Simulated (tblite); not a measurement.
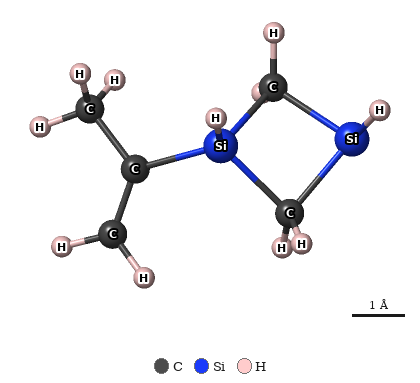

**Figure 1.** The starting structure (ball-and-stick view, seen at a tilt). Bond lengths as drawn: C–C 1.34 to 1.53 Å, C–H 1.09 to 1.10 Å, C–Si 1.85 to 1.91 Å and H–Si 1.49 to 1.50 Å.

## Run report: C5H11Si2, geometry relaxation (part 1 of 4)

- system: C5H11Si2, multiplicity 2
- method: GFN2-xTB geometry optimisation, gas phase (tblite 0.8.0)

It belongs to a series of runs on one base structure; here: H removed from Si.

Input:
```
{"job": {"kind": "relax", "xc": "GFN2-xTB", "basis": "xTB"}, "charge": 0, "multiplicity": 2}
C      1.811700     1.286800    -0.699100
C      1.225400     0.489100     0.204200
C      2.065900    -0.309800     1.196500
Si    -0.606700     0.292300     0.353100
C     -1.570900     0.560000    -1.241700
Si    -2.685700    -0.890800    -0.692100
C     -1.190200    -1.517700     0.324600
H      2.889600     1.397400    -0.756600
H      1.230500     1.870900    -1.409100
H      1.803400    -0.038200     2.230200
H      3.125700    -0.121700     1.059400
H      1.894200    -1.385600     1.064500
H     -1.162800     1.049800     1.518500
H     -2.075000     1.522600    -1.330800
H     -1.011700     0.351500    -2.157800
H     -3.763700    -0.406500     0.220400
H     -1.445300    -1.942100     1.303700
H     -0.543300    -2.201800    -0.233000
```

The first line tells a small driver script what to run in tblite; the rest is the geometry in Å.

Hardware: 1 CPU thread, shared host.

Command:
```bash
OMP_NUM_THREADS=1 python <driver script> task.json out
```

What the program printed:
```
step      E/eV     max force
  0    -533.94145    1.597
  1    -533.99665    0.661
  2    -534.02201    0.416
  3    -534.04156    0.306
  4    -534.05669    0.255
  5    -534.06329    0.190
  6    -534.06793    0.157
  7    -534.07043    0.156
  8    -534.07340    0.146
  9    -534.07685    0.194
 10    -534.08063    0.173
 11    -534.08435    0.141
 12    -534.08849    0.173
 13    -534.09349    0.216
 14    -534.09900    0.228
 15    -534.10374    0.160
 16    -534.10707    0.154
 17    -534.10983    0.166
 18    -534.11307    0.163
 19    -534.11663    0.168
 20    -534.11993    0.127
 21    -534.12278    0.118
 22    -534.12530    0.117
 23    -534.12751    0.117
 24    -534.12955    0.106
 25    -534.13140    0.096
 26    -534.13309    0.121
 27    -534.13466    0.120
 28    -534.13605    0.092
 29    -534.13745    0.134
 30    -534.13912    0.148
 31    -534.14097    0.145
 32    -534.14273    0.124
 33    -534.14428    0.090
 34    -534.14585    0.100
 35    -534.14776    0.140
 36    -534.14984    0.156
 37    -534.15147    0.097
 38    -534.15259    0.067
 39    -534.15355    0.090
 40    -534.15463    0.136
 41    -534.15573    0.146
 42    -534.15649    0.115
 43    -534.15748    0.063
 44    -534.15843    0.103
 45    -534.15963    0.128
 46    -534.16151    0.130
 47    -534.16340    0.113
 48    -534.16521    0.133
 49    -534.16697    0.152
 50    -534.16849    0.158
 51    -534.16945    0.148
 52    -534.17071    0.084
 53    -534.17181    0.071
 54    -534.17261    0.095
 55    -534.17360    0.107
 56    -534.17439    0.085
 57    -534.17519    0.074
 58    -534.17567    0.044
 59    -534.17594    0.031
 60    -534.17605    0.025
 61    -534.17615    0.025
 62    -534.17623    0.022
 63    -534.17629    0.025
 64    -534.17636    0.025
 65    -534.17644    0.023
 66    -534.17653    0.023
 67    -534.17660    0.018
 68    -534.17666    0.017
 69    -534.17669    0.016
 70    -534.17671    0.012
 71    -534.17673    0.010
```

Trajectory as extended XYZ (Å, eV, eV/Å), 45 of the 72 frames kept, from step=0 to step=71:
```
18
Properties=species:S:1:pos:R:3:forces:R:3 step=0 energy=-533.94145
C     1.8117    1.2868   -0.6991   -0.3900  -0.3480   0.4490
C     1.2254    0.4891    0.2042    1.5780   0.2450  -0.0020
C     2.0659   -0.3098    1.1965   -0.3880   0.2370  -0.2180
Si   -0.6067    0.2923    0.3531    0.1570   0.1950   0.5310
C    -1.5709    0.5600   -1.2417   -0.4720   0.4880  -0.3480
Si   -2.6857   -0.8908   -0.6921   -0.6910  -0.3060  -0.1760
C    -1.1902   -1.5177    0.3246   -0.2720  -0.2760   0.5590
H     2.8896    1.3974   -0.7566   -0.1840  -0.0310  -0.0210
H     1.2305    1.8709   -1.4091    0.1750  -0.2180   0.2410
H     1.8034   -0.0382    2.2302   -0.0280  -0.1250  -0.3950
H     3.1257   -0.1217    1.0594    0.0930   0.0640  -0.0590
H     1.8942   -1.3856    1.0645   -0.0820   0.3180   0.0670
H    -1.1628    1.0498    1.5185    0.1900  -0.2190  -0.3380
H    -2.0750    1.5226   -1.3308    0.1260  -0.0940  -0.2240
H    -1.0117    0.3515   -2.1578   -0.1090   0.1950   0.2190
H    -3.7637   -0.4065    0.2204    0.1980  -0.1250  -0.2260
H    -1.4453   -1.9421    1.3037    0.2220  -0.1280  -0.3790
H    -0.5433   -2.2018   -0.2330   -0.1230   0.1270   0.3200
18
Properties=species:S:1:pos:R:3:forces:R:3 step=2 energy=-534.02201
C     1.8107    1.2854   -0.6951    0.0780  -0.1920   0.2830
C     1.2596    0.4886    0.2140   -0.0940   0.2530  -0.1540
C     2.0612   -0.3028    1.1899    0.4040  -0.0610   0.0780
Si   -0.5978    0.2968    0.3655    0.2160  -0.1020  -0.1870
C    -1.5850    0.5697   -1.2476   -0.1240  -0.1990   0.2690
Si   -2.7054   -0.9007   -0.6988   -0.0470  -0.1380  -0.1780
C    -1.1994   -1.5218    0.3373   -0.1780   0.2610  -0.1340
H     2.8821    1.3964   -0.7576    0.0920   0.0290  -0.0770
H     1.2357    1.8628   -1.4001   -0.0460  -0.0760   0.0770
H     1.8014   -0.0417    2.2177   -0.0880  -0.0090  -0.1120
H     3.1273   -0.1201    1.0581    0.0550   0.0080   0.0010
H     1.8905   -1.3749    1.0662   -0.1070   0.1370  -0.0090
H    -1.1565    1.0433    1.5084    0.0950  -0.0410  -0.0670
H    -2.0732    1.5241   -1.3396   -0.1060   0.2620  -0.2160
H    -1.0152    0.3585   -2.1511   -0.0590   0.1440   0.0920
H    -3.7582   -0.4106    0.2132   -0.0190  -0.0580  -0.0820
H    -1.4390   -1.9494    1.2960    0.0190  -0.3070   0.1830
H    -0.5477   -2.1972   -0.2214   -0.0890   0.0900   0.2340
18
Properties=species:S:1:pos:R:3:forces:R:3 step=3 energy=-534.04156
C     1.8141    1.2835   -0.6908    0.0710  -0.0230   0.0730
C     1.2670    0.4911    0.2170   -0.2560   0.0990  -0.0460
C     2.0682   -0.3015    1.1889    0.2240  -0.0530   0.0820
Si   -0.5898    0.2964    0.3659    0.0530  -0.1290  -0.2720
C    -1.5921    0.5685   -1.2439   -0.0830  -0.0720   0.2190
Si   -2.7130   -0.9068   -0.7047    0.0880  -0.0790  -0.1490
C    -1.2060   -1.5176    0.3386   -0.1480   0.1680  -0.0390
H     2.8807    1.3966   -0.7595    0.2430   0.0410  -0.0760
H     1.2368    1.8582   -1.3952   -0.0630  -0.0500   0.0540
H     1.7989   -0.0431    2.2111   -0.0640   0.0340   0.0210
H     3.1286   -0.1195    1.0578    0.2230   0.0160   0.0000
H     1.8871   -1.3684    1.0666   -0.0770   0.0140  -0.0420
H    -1.1525    1.0402    1.5036    0.0820  -0.0010  -0.0060
H    -2.0749    1.5302   -1.3470   -0.0650   0.1110  -0.1410
H    -1.0175    0.3638   -2.1471   -0.0700   0.1050   0.1000
H    -3.7566   -0.4131    0.2092   -0.0890  -0.0460  -0.0460
H    -1.4366   -1.9582    1.2973   -0.0090  -0.2040   0.1170
H    -0.5511   -2.1939   -0.2127   -0.0610   0.0690   0.1510
18
Properties=species:S:1:pos:R:3:forces:R:3 step=5 energy=-534.06329
C     1.8226    1.2828   -0.6851    0.0670   0.0540  -0.0460
C     1.2710    0.4953    0.2221    0.0130  -0.0240  -0.0260
C     2.0819   -0.2998    1.1894   -0.0300   0.0190   0.0210
Si   -0.5810    0.2914    0.3566   -0.1770  -0.0170  -0.0680
C    -1.6060    0.5690   -1.2337   -0.0260   0.1160  -0.0430
Si   -2.7201   -0.9180   -0.7184    0.0700   0.0250  -0.0110
C    -1.2212   -1.5098    0.3434   -0.0370  -0.1080   0.1000
H     2.8899    1.3985   -0.7651    0.1630   0.0270  -0.0320
H     1.2356    1.8499   -1.3861   -0.0400   0.0090  -0.0020
H     1.7935   -0.0429    2.2049    0.0330   0.0550   0.1160
H     3.1426   -0.1180    1.0574    0.1490  -0.0130   0.0290
H     1.8797   -1.3607    1.0647    0.0200  -0.0680  -0.0550
H    -1.1425    1.0357    1.4963    0.0910   0.0070  -0.0010
H    -2.0790    1.5395   -1.3619   -0.0450  -0.0640   0.0130
H    -1.0246    0.3753   -2.1359   -0.0570   0.0250   0.0690
H    -3.7591   -0.4193    0.2008   -0.1070  -0.0720  -0.0750
H    -1.4338   -1.9765    1.3009   -0.0710   0.0040   0.0030
H    -0.5583   -2.1861   -0.1952   -0.0170   0.0270   0.0080
18
Properties=species:S:1:pos:R:3:forces:R:3 step=6 energy=-534.06793
C     1.8269    1.2836   -0.6843    0.0500   0.0380  -0.0440
C     1.2717    0.4962    0.2222    0.0880  -0.0290  -0.0370
C     2.0854   -0.2990    1.1903   -0.0370   0.0140   0.0140
Si   -0.5834    0.2894    0.3519   -0.0780   0.0250   0.0380
C    -1.6101    0.5718   -1.2318   -0.0320   0.0750  -0.0660
Si   -2.7198   -0.9202   -0.7224    0.0100   0.0360   0.0330
C    -1.2262   -1.5103    0.3468   -0.0120  -0.0970   0.0620
H     2.8968    1.3997   -0.7675    0.0520   0.0180  -0.0130
H     1.2339    1.8481   -1.3840    0.0070   0.0090   0.0000
H     1.7929   -0.0413    2.2064    0.0710   0.0330   0.0580
H     3.1501   -0.1179    1.0581    0.0090  -0.0340   0.0470
H     1.8783   -1.3606    1.0627    0.0560  -0.0130  -0.0330
H    -1.1374    1.0348    1.4944    0.0820   0.0120   0.0020
H    -2.0815    1.5405   -1.3655   -0.0750  -0.0230   0.0410
H    -1.0280    0.3790   -2.1311   -0.0160   0.0010  -0.0010
H    -3.7627   -0.4229    0.1967   -0.0870  -0.0850  -0.0990
H    -1.4351   -1.9814    1.3023   -0.0930   0.0270   0.0250
H    -0.5606   -2.1833   -0.1903    0.0070  -0.0080  -0.0270
18
Properties=species:S:1:pos:R:3:forces:R:3 step=8 energy=-534.07340
C     1.8341    1.2859   -0.6855    0.0060  -0.0210   0.0000
C     1.2755    0.4960    0.2192    0.0500  -0.0080  -0.0230
C     2.0880   -0.2979    1.1924    0.0110  -0.0010  -0.0030
Si   -0.5882    0.2884    0.3487    0.1320   0.0140   0.0580
C    -1.6159    0.5771   -1.2322   -0.0120  -0.0370   0.0070
Si   -2.7185   -0.9203   -0.7244   -0.0370   0.0010   0.0260
C    -1.2317   -1.5148    0.3524    0.0140   0.0320  -0.0260
H     2.9066    1.4023   -0.7708   -0.0590   0.0170   0.0000
H     1.2330    1.8472   -1.3822    0.0650   0.0090  -0.0060
H     1.7970   -0.0378    2.2112    0.0750  -0.0050  -0.0380
H     3.1572   -0.1202    1.0619   -0.1050  -0.0350   0.0490
H     1.8805   -1.3608    1.0589    0.0630   0.0500   0.0160
H    -1.1275    1.0353    1.4935    0.0490   0.0350   0.0360
H    -2.0896    1.5416   -1.3666   -0.1000   0.0470   0.0410
H    -1.0320    0.3828   -2.1274    0.0150   0.0010  -0.0720
H    -3.7723   -0.4318    0.1863   -0.0820  -0.0780  -0.0930
H    -1.4427   -1.9851    1.3064   -0.0890   0.0190   0.0400
H    -0.5625   -2.1815   -0.1871    0.0040  -0.0400  -0.0130
18
Properties=species:S:1:pos:R:3:forces:R:3 step=10 energy=-534.08063
C     1.8448    1.2879   -0.6878   -0.0410  -0.0580   0.0270
C     1.2848    0.4946    0.2138   -0.0430   0.0140   0.0310
C     2.0917   -0.2962    1.1949    0.0500  -0.0150  -0.0240
Si   -0.5858    0.2877    0.3480    0.1720  -0.0140  -0.0090
C    -1.6246    0.5831   -1.2325    0.0470  -0.0740   0.0860
Si   -2.7187   -0.9205   -0.7255   -0.0130  -0.0490  -0.0300
C    -1.2384   -1.5190    0.3595    0.0390   0.1370  -0.0600
H     2.9171    1.4076   -0.7756   -0.0830   0.0140   0.0140
H     1.2371    1.8469   -1.3804    0.0870   0.0180  -0.0340
H     1.8087   -0.0331    2.2156    0.0060  -0.0310  -0.0790
H     3.1610   -0.1259    1.0713   -0.0320   0.0140  -0.0010
H     1.8888   -1.3582    1.0549    0.0170   0.0180   0.0660
H    -1.1087    1.0390    1.4956    0.0280   0.0440   0.0510
H    -2.1088    1.5450   -1.3642   -0.0300  -0.0140   0.0480
H    -1.0374    0.3887   -2.1271   -0.0300   0.0390  -0.0480
H    -3.7940   -0.4513    0.1636   -0.1010  -0.0490  -0.0490
H    -1.4609   -1.9879    1.3142   -0.0270   0.0500  -0.0450
H    -0.5654   -2.1820   -0.1832   -0.0460  -0.0420   0.0550
18
Properties=species:S:1:pos:R:3:forces:R:3 step=11 energy=-534.08435
C     1.8495    1.2878   -0.6887   -0.0470  -0.0440   0.0170
C     1.2899    0.4938    0.2119   -0.0570   0.0140   0.0500
C     2.0943   -0.2954    1.1955    0.0490  -0.0180  -0.0250
Si   -0.5803    0.2872    0.3479    0.0800  -0.0040  -0.0260
C    -1.6283    0.5851   -1.2310    0.0640  -0.0530   0.0870
Si   -2.7195   -0.9219   -0.7268    0.0100  -0.0500  -0.0470
C    -1.2410   -1.5184    0.3623    0.0340   0.1280  -0.0470
H     2.9205    1.4108   -0.7777   -0.0530   0.0070   0.0240
H     1.2417    1.8471   -1.3803    0.0700   0.0210  -0.0500
H     1.8154   -0.0313    2.2160   -0.0380  -0.0300  -0.0570
H     3.1622   -0.1287    1.0764    0.0560   0.0450  -0.0380
H     1.8939   -1.3563    1.0544   -0.0120  -0.0290   0.0750
H    -1.0976    1.0421    1.4978    0.0330   0.0290   0.0310
H    -2.1201    1.5462   -1.3615    0.0280  -0.0780   0.0620
H    -1.0413    0.3929   -2.1282   -0.0640   0.0580  -0.0090
H    -3.8085   -0.4634    0.1497   -0.0980  -0.0410  -0.0360
H    -1.4716   -1.9879    1.3170    0.0100   0.0800  -0.0920
H    -0.5681   -2.1835   -0.1797   -0.0650  -0.0360   0.0800
18
Properties=species:S:1:pos:R:3:forces:R:3 step=13 energy=-534.09349
C     1.8576    1.2855   -0.6903   -0.0190   0.0300  -0.0250
C     1.3000    0.4925    0.2108   -0.0010  -0.0070   0.0310
C     2.1035   -0.2947    1.1952    0.0330  -0.0180  -0.0060
Si   -0.5648    0.2873    0.3477   -0.1710   0.0490  -0.0030
C    -1.6334    0.5869   -1.2230    0.0300   0.0090   0.0160
Si   -2.7215   -0.9277   -0.7324    0.0160  -0.0020  -0.0370
C    -1.2453   -1.5100    0.3663   -0.0160   0.0010  -0.0050
H     2.9251    1.4184   -0.7808    0.0410  -0.0240   0.0490
H     1.2570    1.8488   -1.3833   -0.0070   0.0130  -0.0600
H     1.8282   -0.0289    2.2136   -0.1000  -0.0080   0.0240
H     3.1694   -0.1318    1.0851    0.1720   0.0810  -0.1030
H     1.9049   -1.3542    1.0582   -0.0420  -0.1000   0.0580
H    -1.0687    1.0506    1.5042    0.0450  -0.0140  -0.0270
H    -2.1438    1.5428   -1.3502    0.1190  -0.1430   0.1030
H    -1.0547    0.4068   -2.1308   -0.0850   0.0660   0.0580
H    -3.8482   -0.4951    0.1139   -0.0280  -0.0480  -0.0530
H    -1.4955   -1.9815    1.3170    0.0620   0.1330  -0.0940
H    -0.5787   -2.1893   -0.1662   -0.0500  -0.0180   0.0750
18
Properties=species:S:1:pos:R:3:forces:R:3 step=15 energy=-534.10374
C     1.8648    1.2839   -0.6926    0.0270   0.0630  -0.0190
C     1.3097    0.4912    0.2109    0.0470  -0.0330  -0.0430
C     2.1179   -0.2959    1.1945    0.0050  -0.0020   0.0100
Si   -0.5556    0.2904    0.3473   -0.1530   0.0400   0.0270
C    -1.6366    0.5865   -1.2114   -0.0550   0.0090  -0.0570
Si   -2.7233   -0.9349   -0.7414   -0.0320   0.0240  -0.0180
C    -1.2510   -1.4983    0.3678   -0.0670  -0.1010  -0.0060
H     2.9313    1.4249   -0.7800    0.0720  -0.0540   0.0620
H     1.2742    1.8517   -1.3913   -0.0620  -0.0240  -0.0190
H     1.8353   -0.0276    2.2108   -0.0610   0.0050   0.0280
H     3.1867   -0.1296    1.0872    0.0500   0.0460  -0.1010
H     1.9147   -1.3577    1.0676    0.0020  -0.0330   0.0180
H    -1.0341    1.0599    1.5104    0.0100  -0.0140  -0.0250
H    -2.1623    1.5313   -1.3294    0.0820   0.0020   0.1210
H    -1.0747    0.4269   -2.1313   -0.0070   0.0280   0.0330
H    -3.8940   -0.5341    0.0698    0.0740  -0.0580  -0.0870
H    -1.5179   -1.9646    1.3121    0.0460   0.1120   0.0700
H    -0.5938   -2.1979   -0.1460    0.0240  -0.0100   0.0070
18
Properties=species:S:1:pos:R:3:forces:R:3 step=16 energy=-534.10707
C     1.8676    1.2848   -0.6935    0.0280   0.0340   0.0070
C     1.3128    0.4902    0.2098    0.0210  -0.0320  -0.0590
C     2.1230   -0.2965    1.1946   -0.0100   0.0110  -0.0020
Si   -0.5566    0.2922    0.3473   -0.0350  -0.0050   0.0110
C    -1.6386    0.5861   -1.2086   -0.0640  -0.0100  -0.0420
Si   -2.7243   -0.9366   -0.7449   -0.0350   0.0000  -0.0320
C    -1.2544   -1.4965    0.3677   -0.0580  -0.0720  -0.0120
H     2.9352    1.4255   -0.7781    0.0440  -0.0520   0.0550
H     1.2779    1.8521   -1.3945   -0.0490  -0.0390   0.0060
H     1.8355   -0.0271    2.2106   -0.0210   0.0040  -0.0070
H     3.1938   -0.1275    1.0850   -0.0430   0.0190  -0.0740
H     1.9175   -1.3600    1.0712    0.0300   0.0190   0.0060
H    -1.0233    1.0625    1.5118   -0.0150   0.0030   0.0000
H    -2.1656    1.5276   -1.3199    0.0320   0.0910   0.1080
H    -1.0813    0.4340   -2.1306    0.0310   0.0120  -0.0050
H    -3.9065   -0.5474    0.0542    0.0770  -0.0490  -0.0780
H    -1.5234   -1.9564    1.3122    0.0240   0.0810   0.1290
H    -0.5980   -2.2008   -0.1392    0.0420  -0.0140  -0.0110
18
Properties=species:S:1:pos:R:3:forces:R:3 step=18 energy=-534.11307
C     1.8754    1.2878   -0.6946    0.0000  -0.0490   0.0410
C     1.3196    0.4864    0.2039   -0.0650  -0.0170  -0.0360
C     2.1314   -0.2964    1.1944   -0.0380   0.0230  -0.0400
Si   -0.5584    0.2934    0.3466    0.1260  -0.0930  -0.0420
C    -1.6467    0.5861   -1.2054   -0.0140   0.0050   0.0190
Si   -2.7274   -0.9408   -0.7542    0.0190  -0.0680  -0.0710
C    -1.2642   -1.4971    0.3682    0.0090   0.0230   0.0120
H     2.9458    1.4244   -0.7724   -0.0270  -0.0260   0.0300
H     1.2826    1.8501   -1.3992    0.0150  -0.0480   0.0390
H     1.8367   -0.0252    2.2099    0.0390   0.0120  -0.0650
H     3.2037   -0.1235    1.0783   -0.1390  -0.0070  -0.0180
H     1.9258   -1.3620    1.0772    0.0540   0.0640  -0.0100
H    -1.0027    1.0680    1.5150   -0.0440   0.0120   0.0140
H    -2.1727    1.5278   -1.2962   -0.0200   0.1490   0.0630
H    -1.0920    0.4484   -2.1297    0.0400   0.0140  -0.0360
H    -3.9277   -0.5766    0.0190    0.0240  -0.0170  -0.0270
H    -1.5343   -1.9376    1.3212    0.0060   0.0310   0.1160
H    -0.6038   -2.2069   -0.1269    0.0140  -0.0080   0.0100
18
Properties=species:S:1:pos:R:3:forces:R:3 step=19 energy=-534.11663
C     1.8812    1.2889   -0.6947   -0.0190  -0.0830   0.0360
C     1.3237    0.4830    0.1991   -0.1000  -0.0100  -0.0070
C     2.1359   -0.2955    1.1930   -0.0540   0.0180  -0.0510
Si   -0.5566    0.2921    0.3454    0.1190  -0.1040  -0.0580
C    -1.6531    0.5870   -1.2031    0.0290   0.0400   0.0430
Si   -2.7293   -0.9456   -0.7626    0.0670  -0.0800  -0.0710
C    -1.2710   -1.4975    0.3696    0.0510   0.0560   0.0420
H     2.9527    1.4231   -0.7677   -0.0520  -0.0070   0.0160
H     1.2865    1.8474   -1.4014    0.0470  -0.0410   0.0430
H     1.8390   -0.0235    2.2078    0.0540   0.0270  -0.0690
H     3.2072   -0.1210    1.0734   -0.1300  -0.0040   0.0040
H     1.9332   -1.3616    1.0810    0.0460   0.0450  -0.0260
H    -0.9888    1.0721    1.5174   -0.0420  -0.0090  -0.0130
H    -2.1785    1.5315   -1.2780   -0.0150   0.1110   0.0330
H    -1.0986    0.4590   -2.1299    0.0130   0.0320  -0.0190
H    -3.9424   -0.5981   -0.0069   -0.0030  -0.0030  -0.0030
H    -1.5421   -1.9236    1.3303    0.0070   0.0130   0.0590
H    -0.6077   -2.2113   -0.1179   -0.0180  -0.0010   0.0420
18
Properties=species:S:1:pos:R:3:forces:R:3 step=21 energy=-534.12278
C     1.8882    1.2862   -0.6934   -0.0330  -0.0760  -0.0180
C     1.3255    0.4761    0.1915   -0.0680  -0.0180   0.0260
C     2.1392   -0.2933    1.1877   -0.0530  -0.0140  -0.0200
Si   -0.5502    0.2856    0.3417   -0.0380  -0.0200  -0.0280
C    -1.6613    0.5911   -1.1977    0.0630   0.0790   0.0400
Si   -2.7287   -0.9573   -0.7798    0.1180  -0.0080  -0.0050
C    -1.2789   -1.4960    0.3743    0.0630   0.0350   0.0700
H     2.9599    1.4195   -0.7576   -0.0440   0.0100   0.0030
H     1.2954    1.8406   -1.4031    0.0480  -0.0020   0.0080
H     1.8441   -0.0191    2.2002    0.0370   0.0590  -0.0080
H     3.2063   -0.1156    1.0634   -0.0210   0.0250   0.0110
H     1.9472   -1.3599    1.0863    0.0010  -0.0390  -0.0560
H    -0.9697    1.0770    1.5190   -0.0200  -0.0660  -0.0860
H    -2.1855    1.5421   -1.2446    0.0180  -0.0130  -0.0110
H    -1.1092    0.4789   -2.1304   -0.0400   0.0760   0.0300
H    -3.9638   -0.6329   -0.0493    0.0050  -0.0060  -0.0050
H    -1.5523   -1.8976    1.3472    0.0020  -0.0130  -0.0360
H    -0.6149   -2.2190   -0.1001   -0.0390  -0.0080   0.0840
```
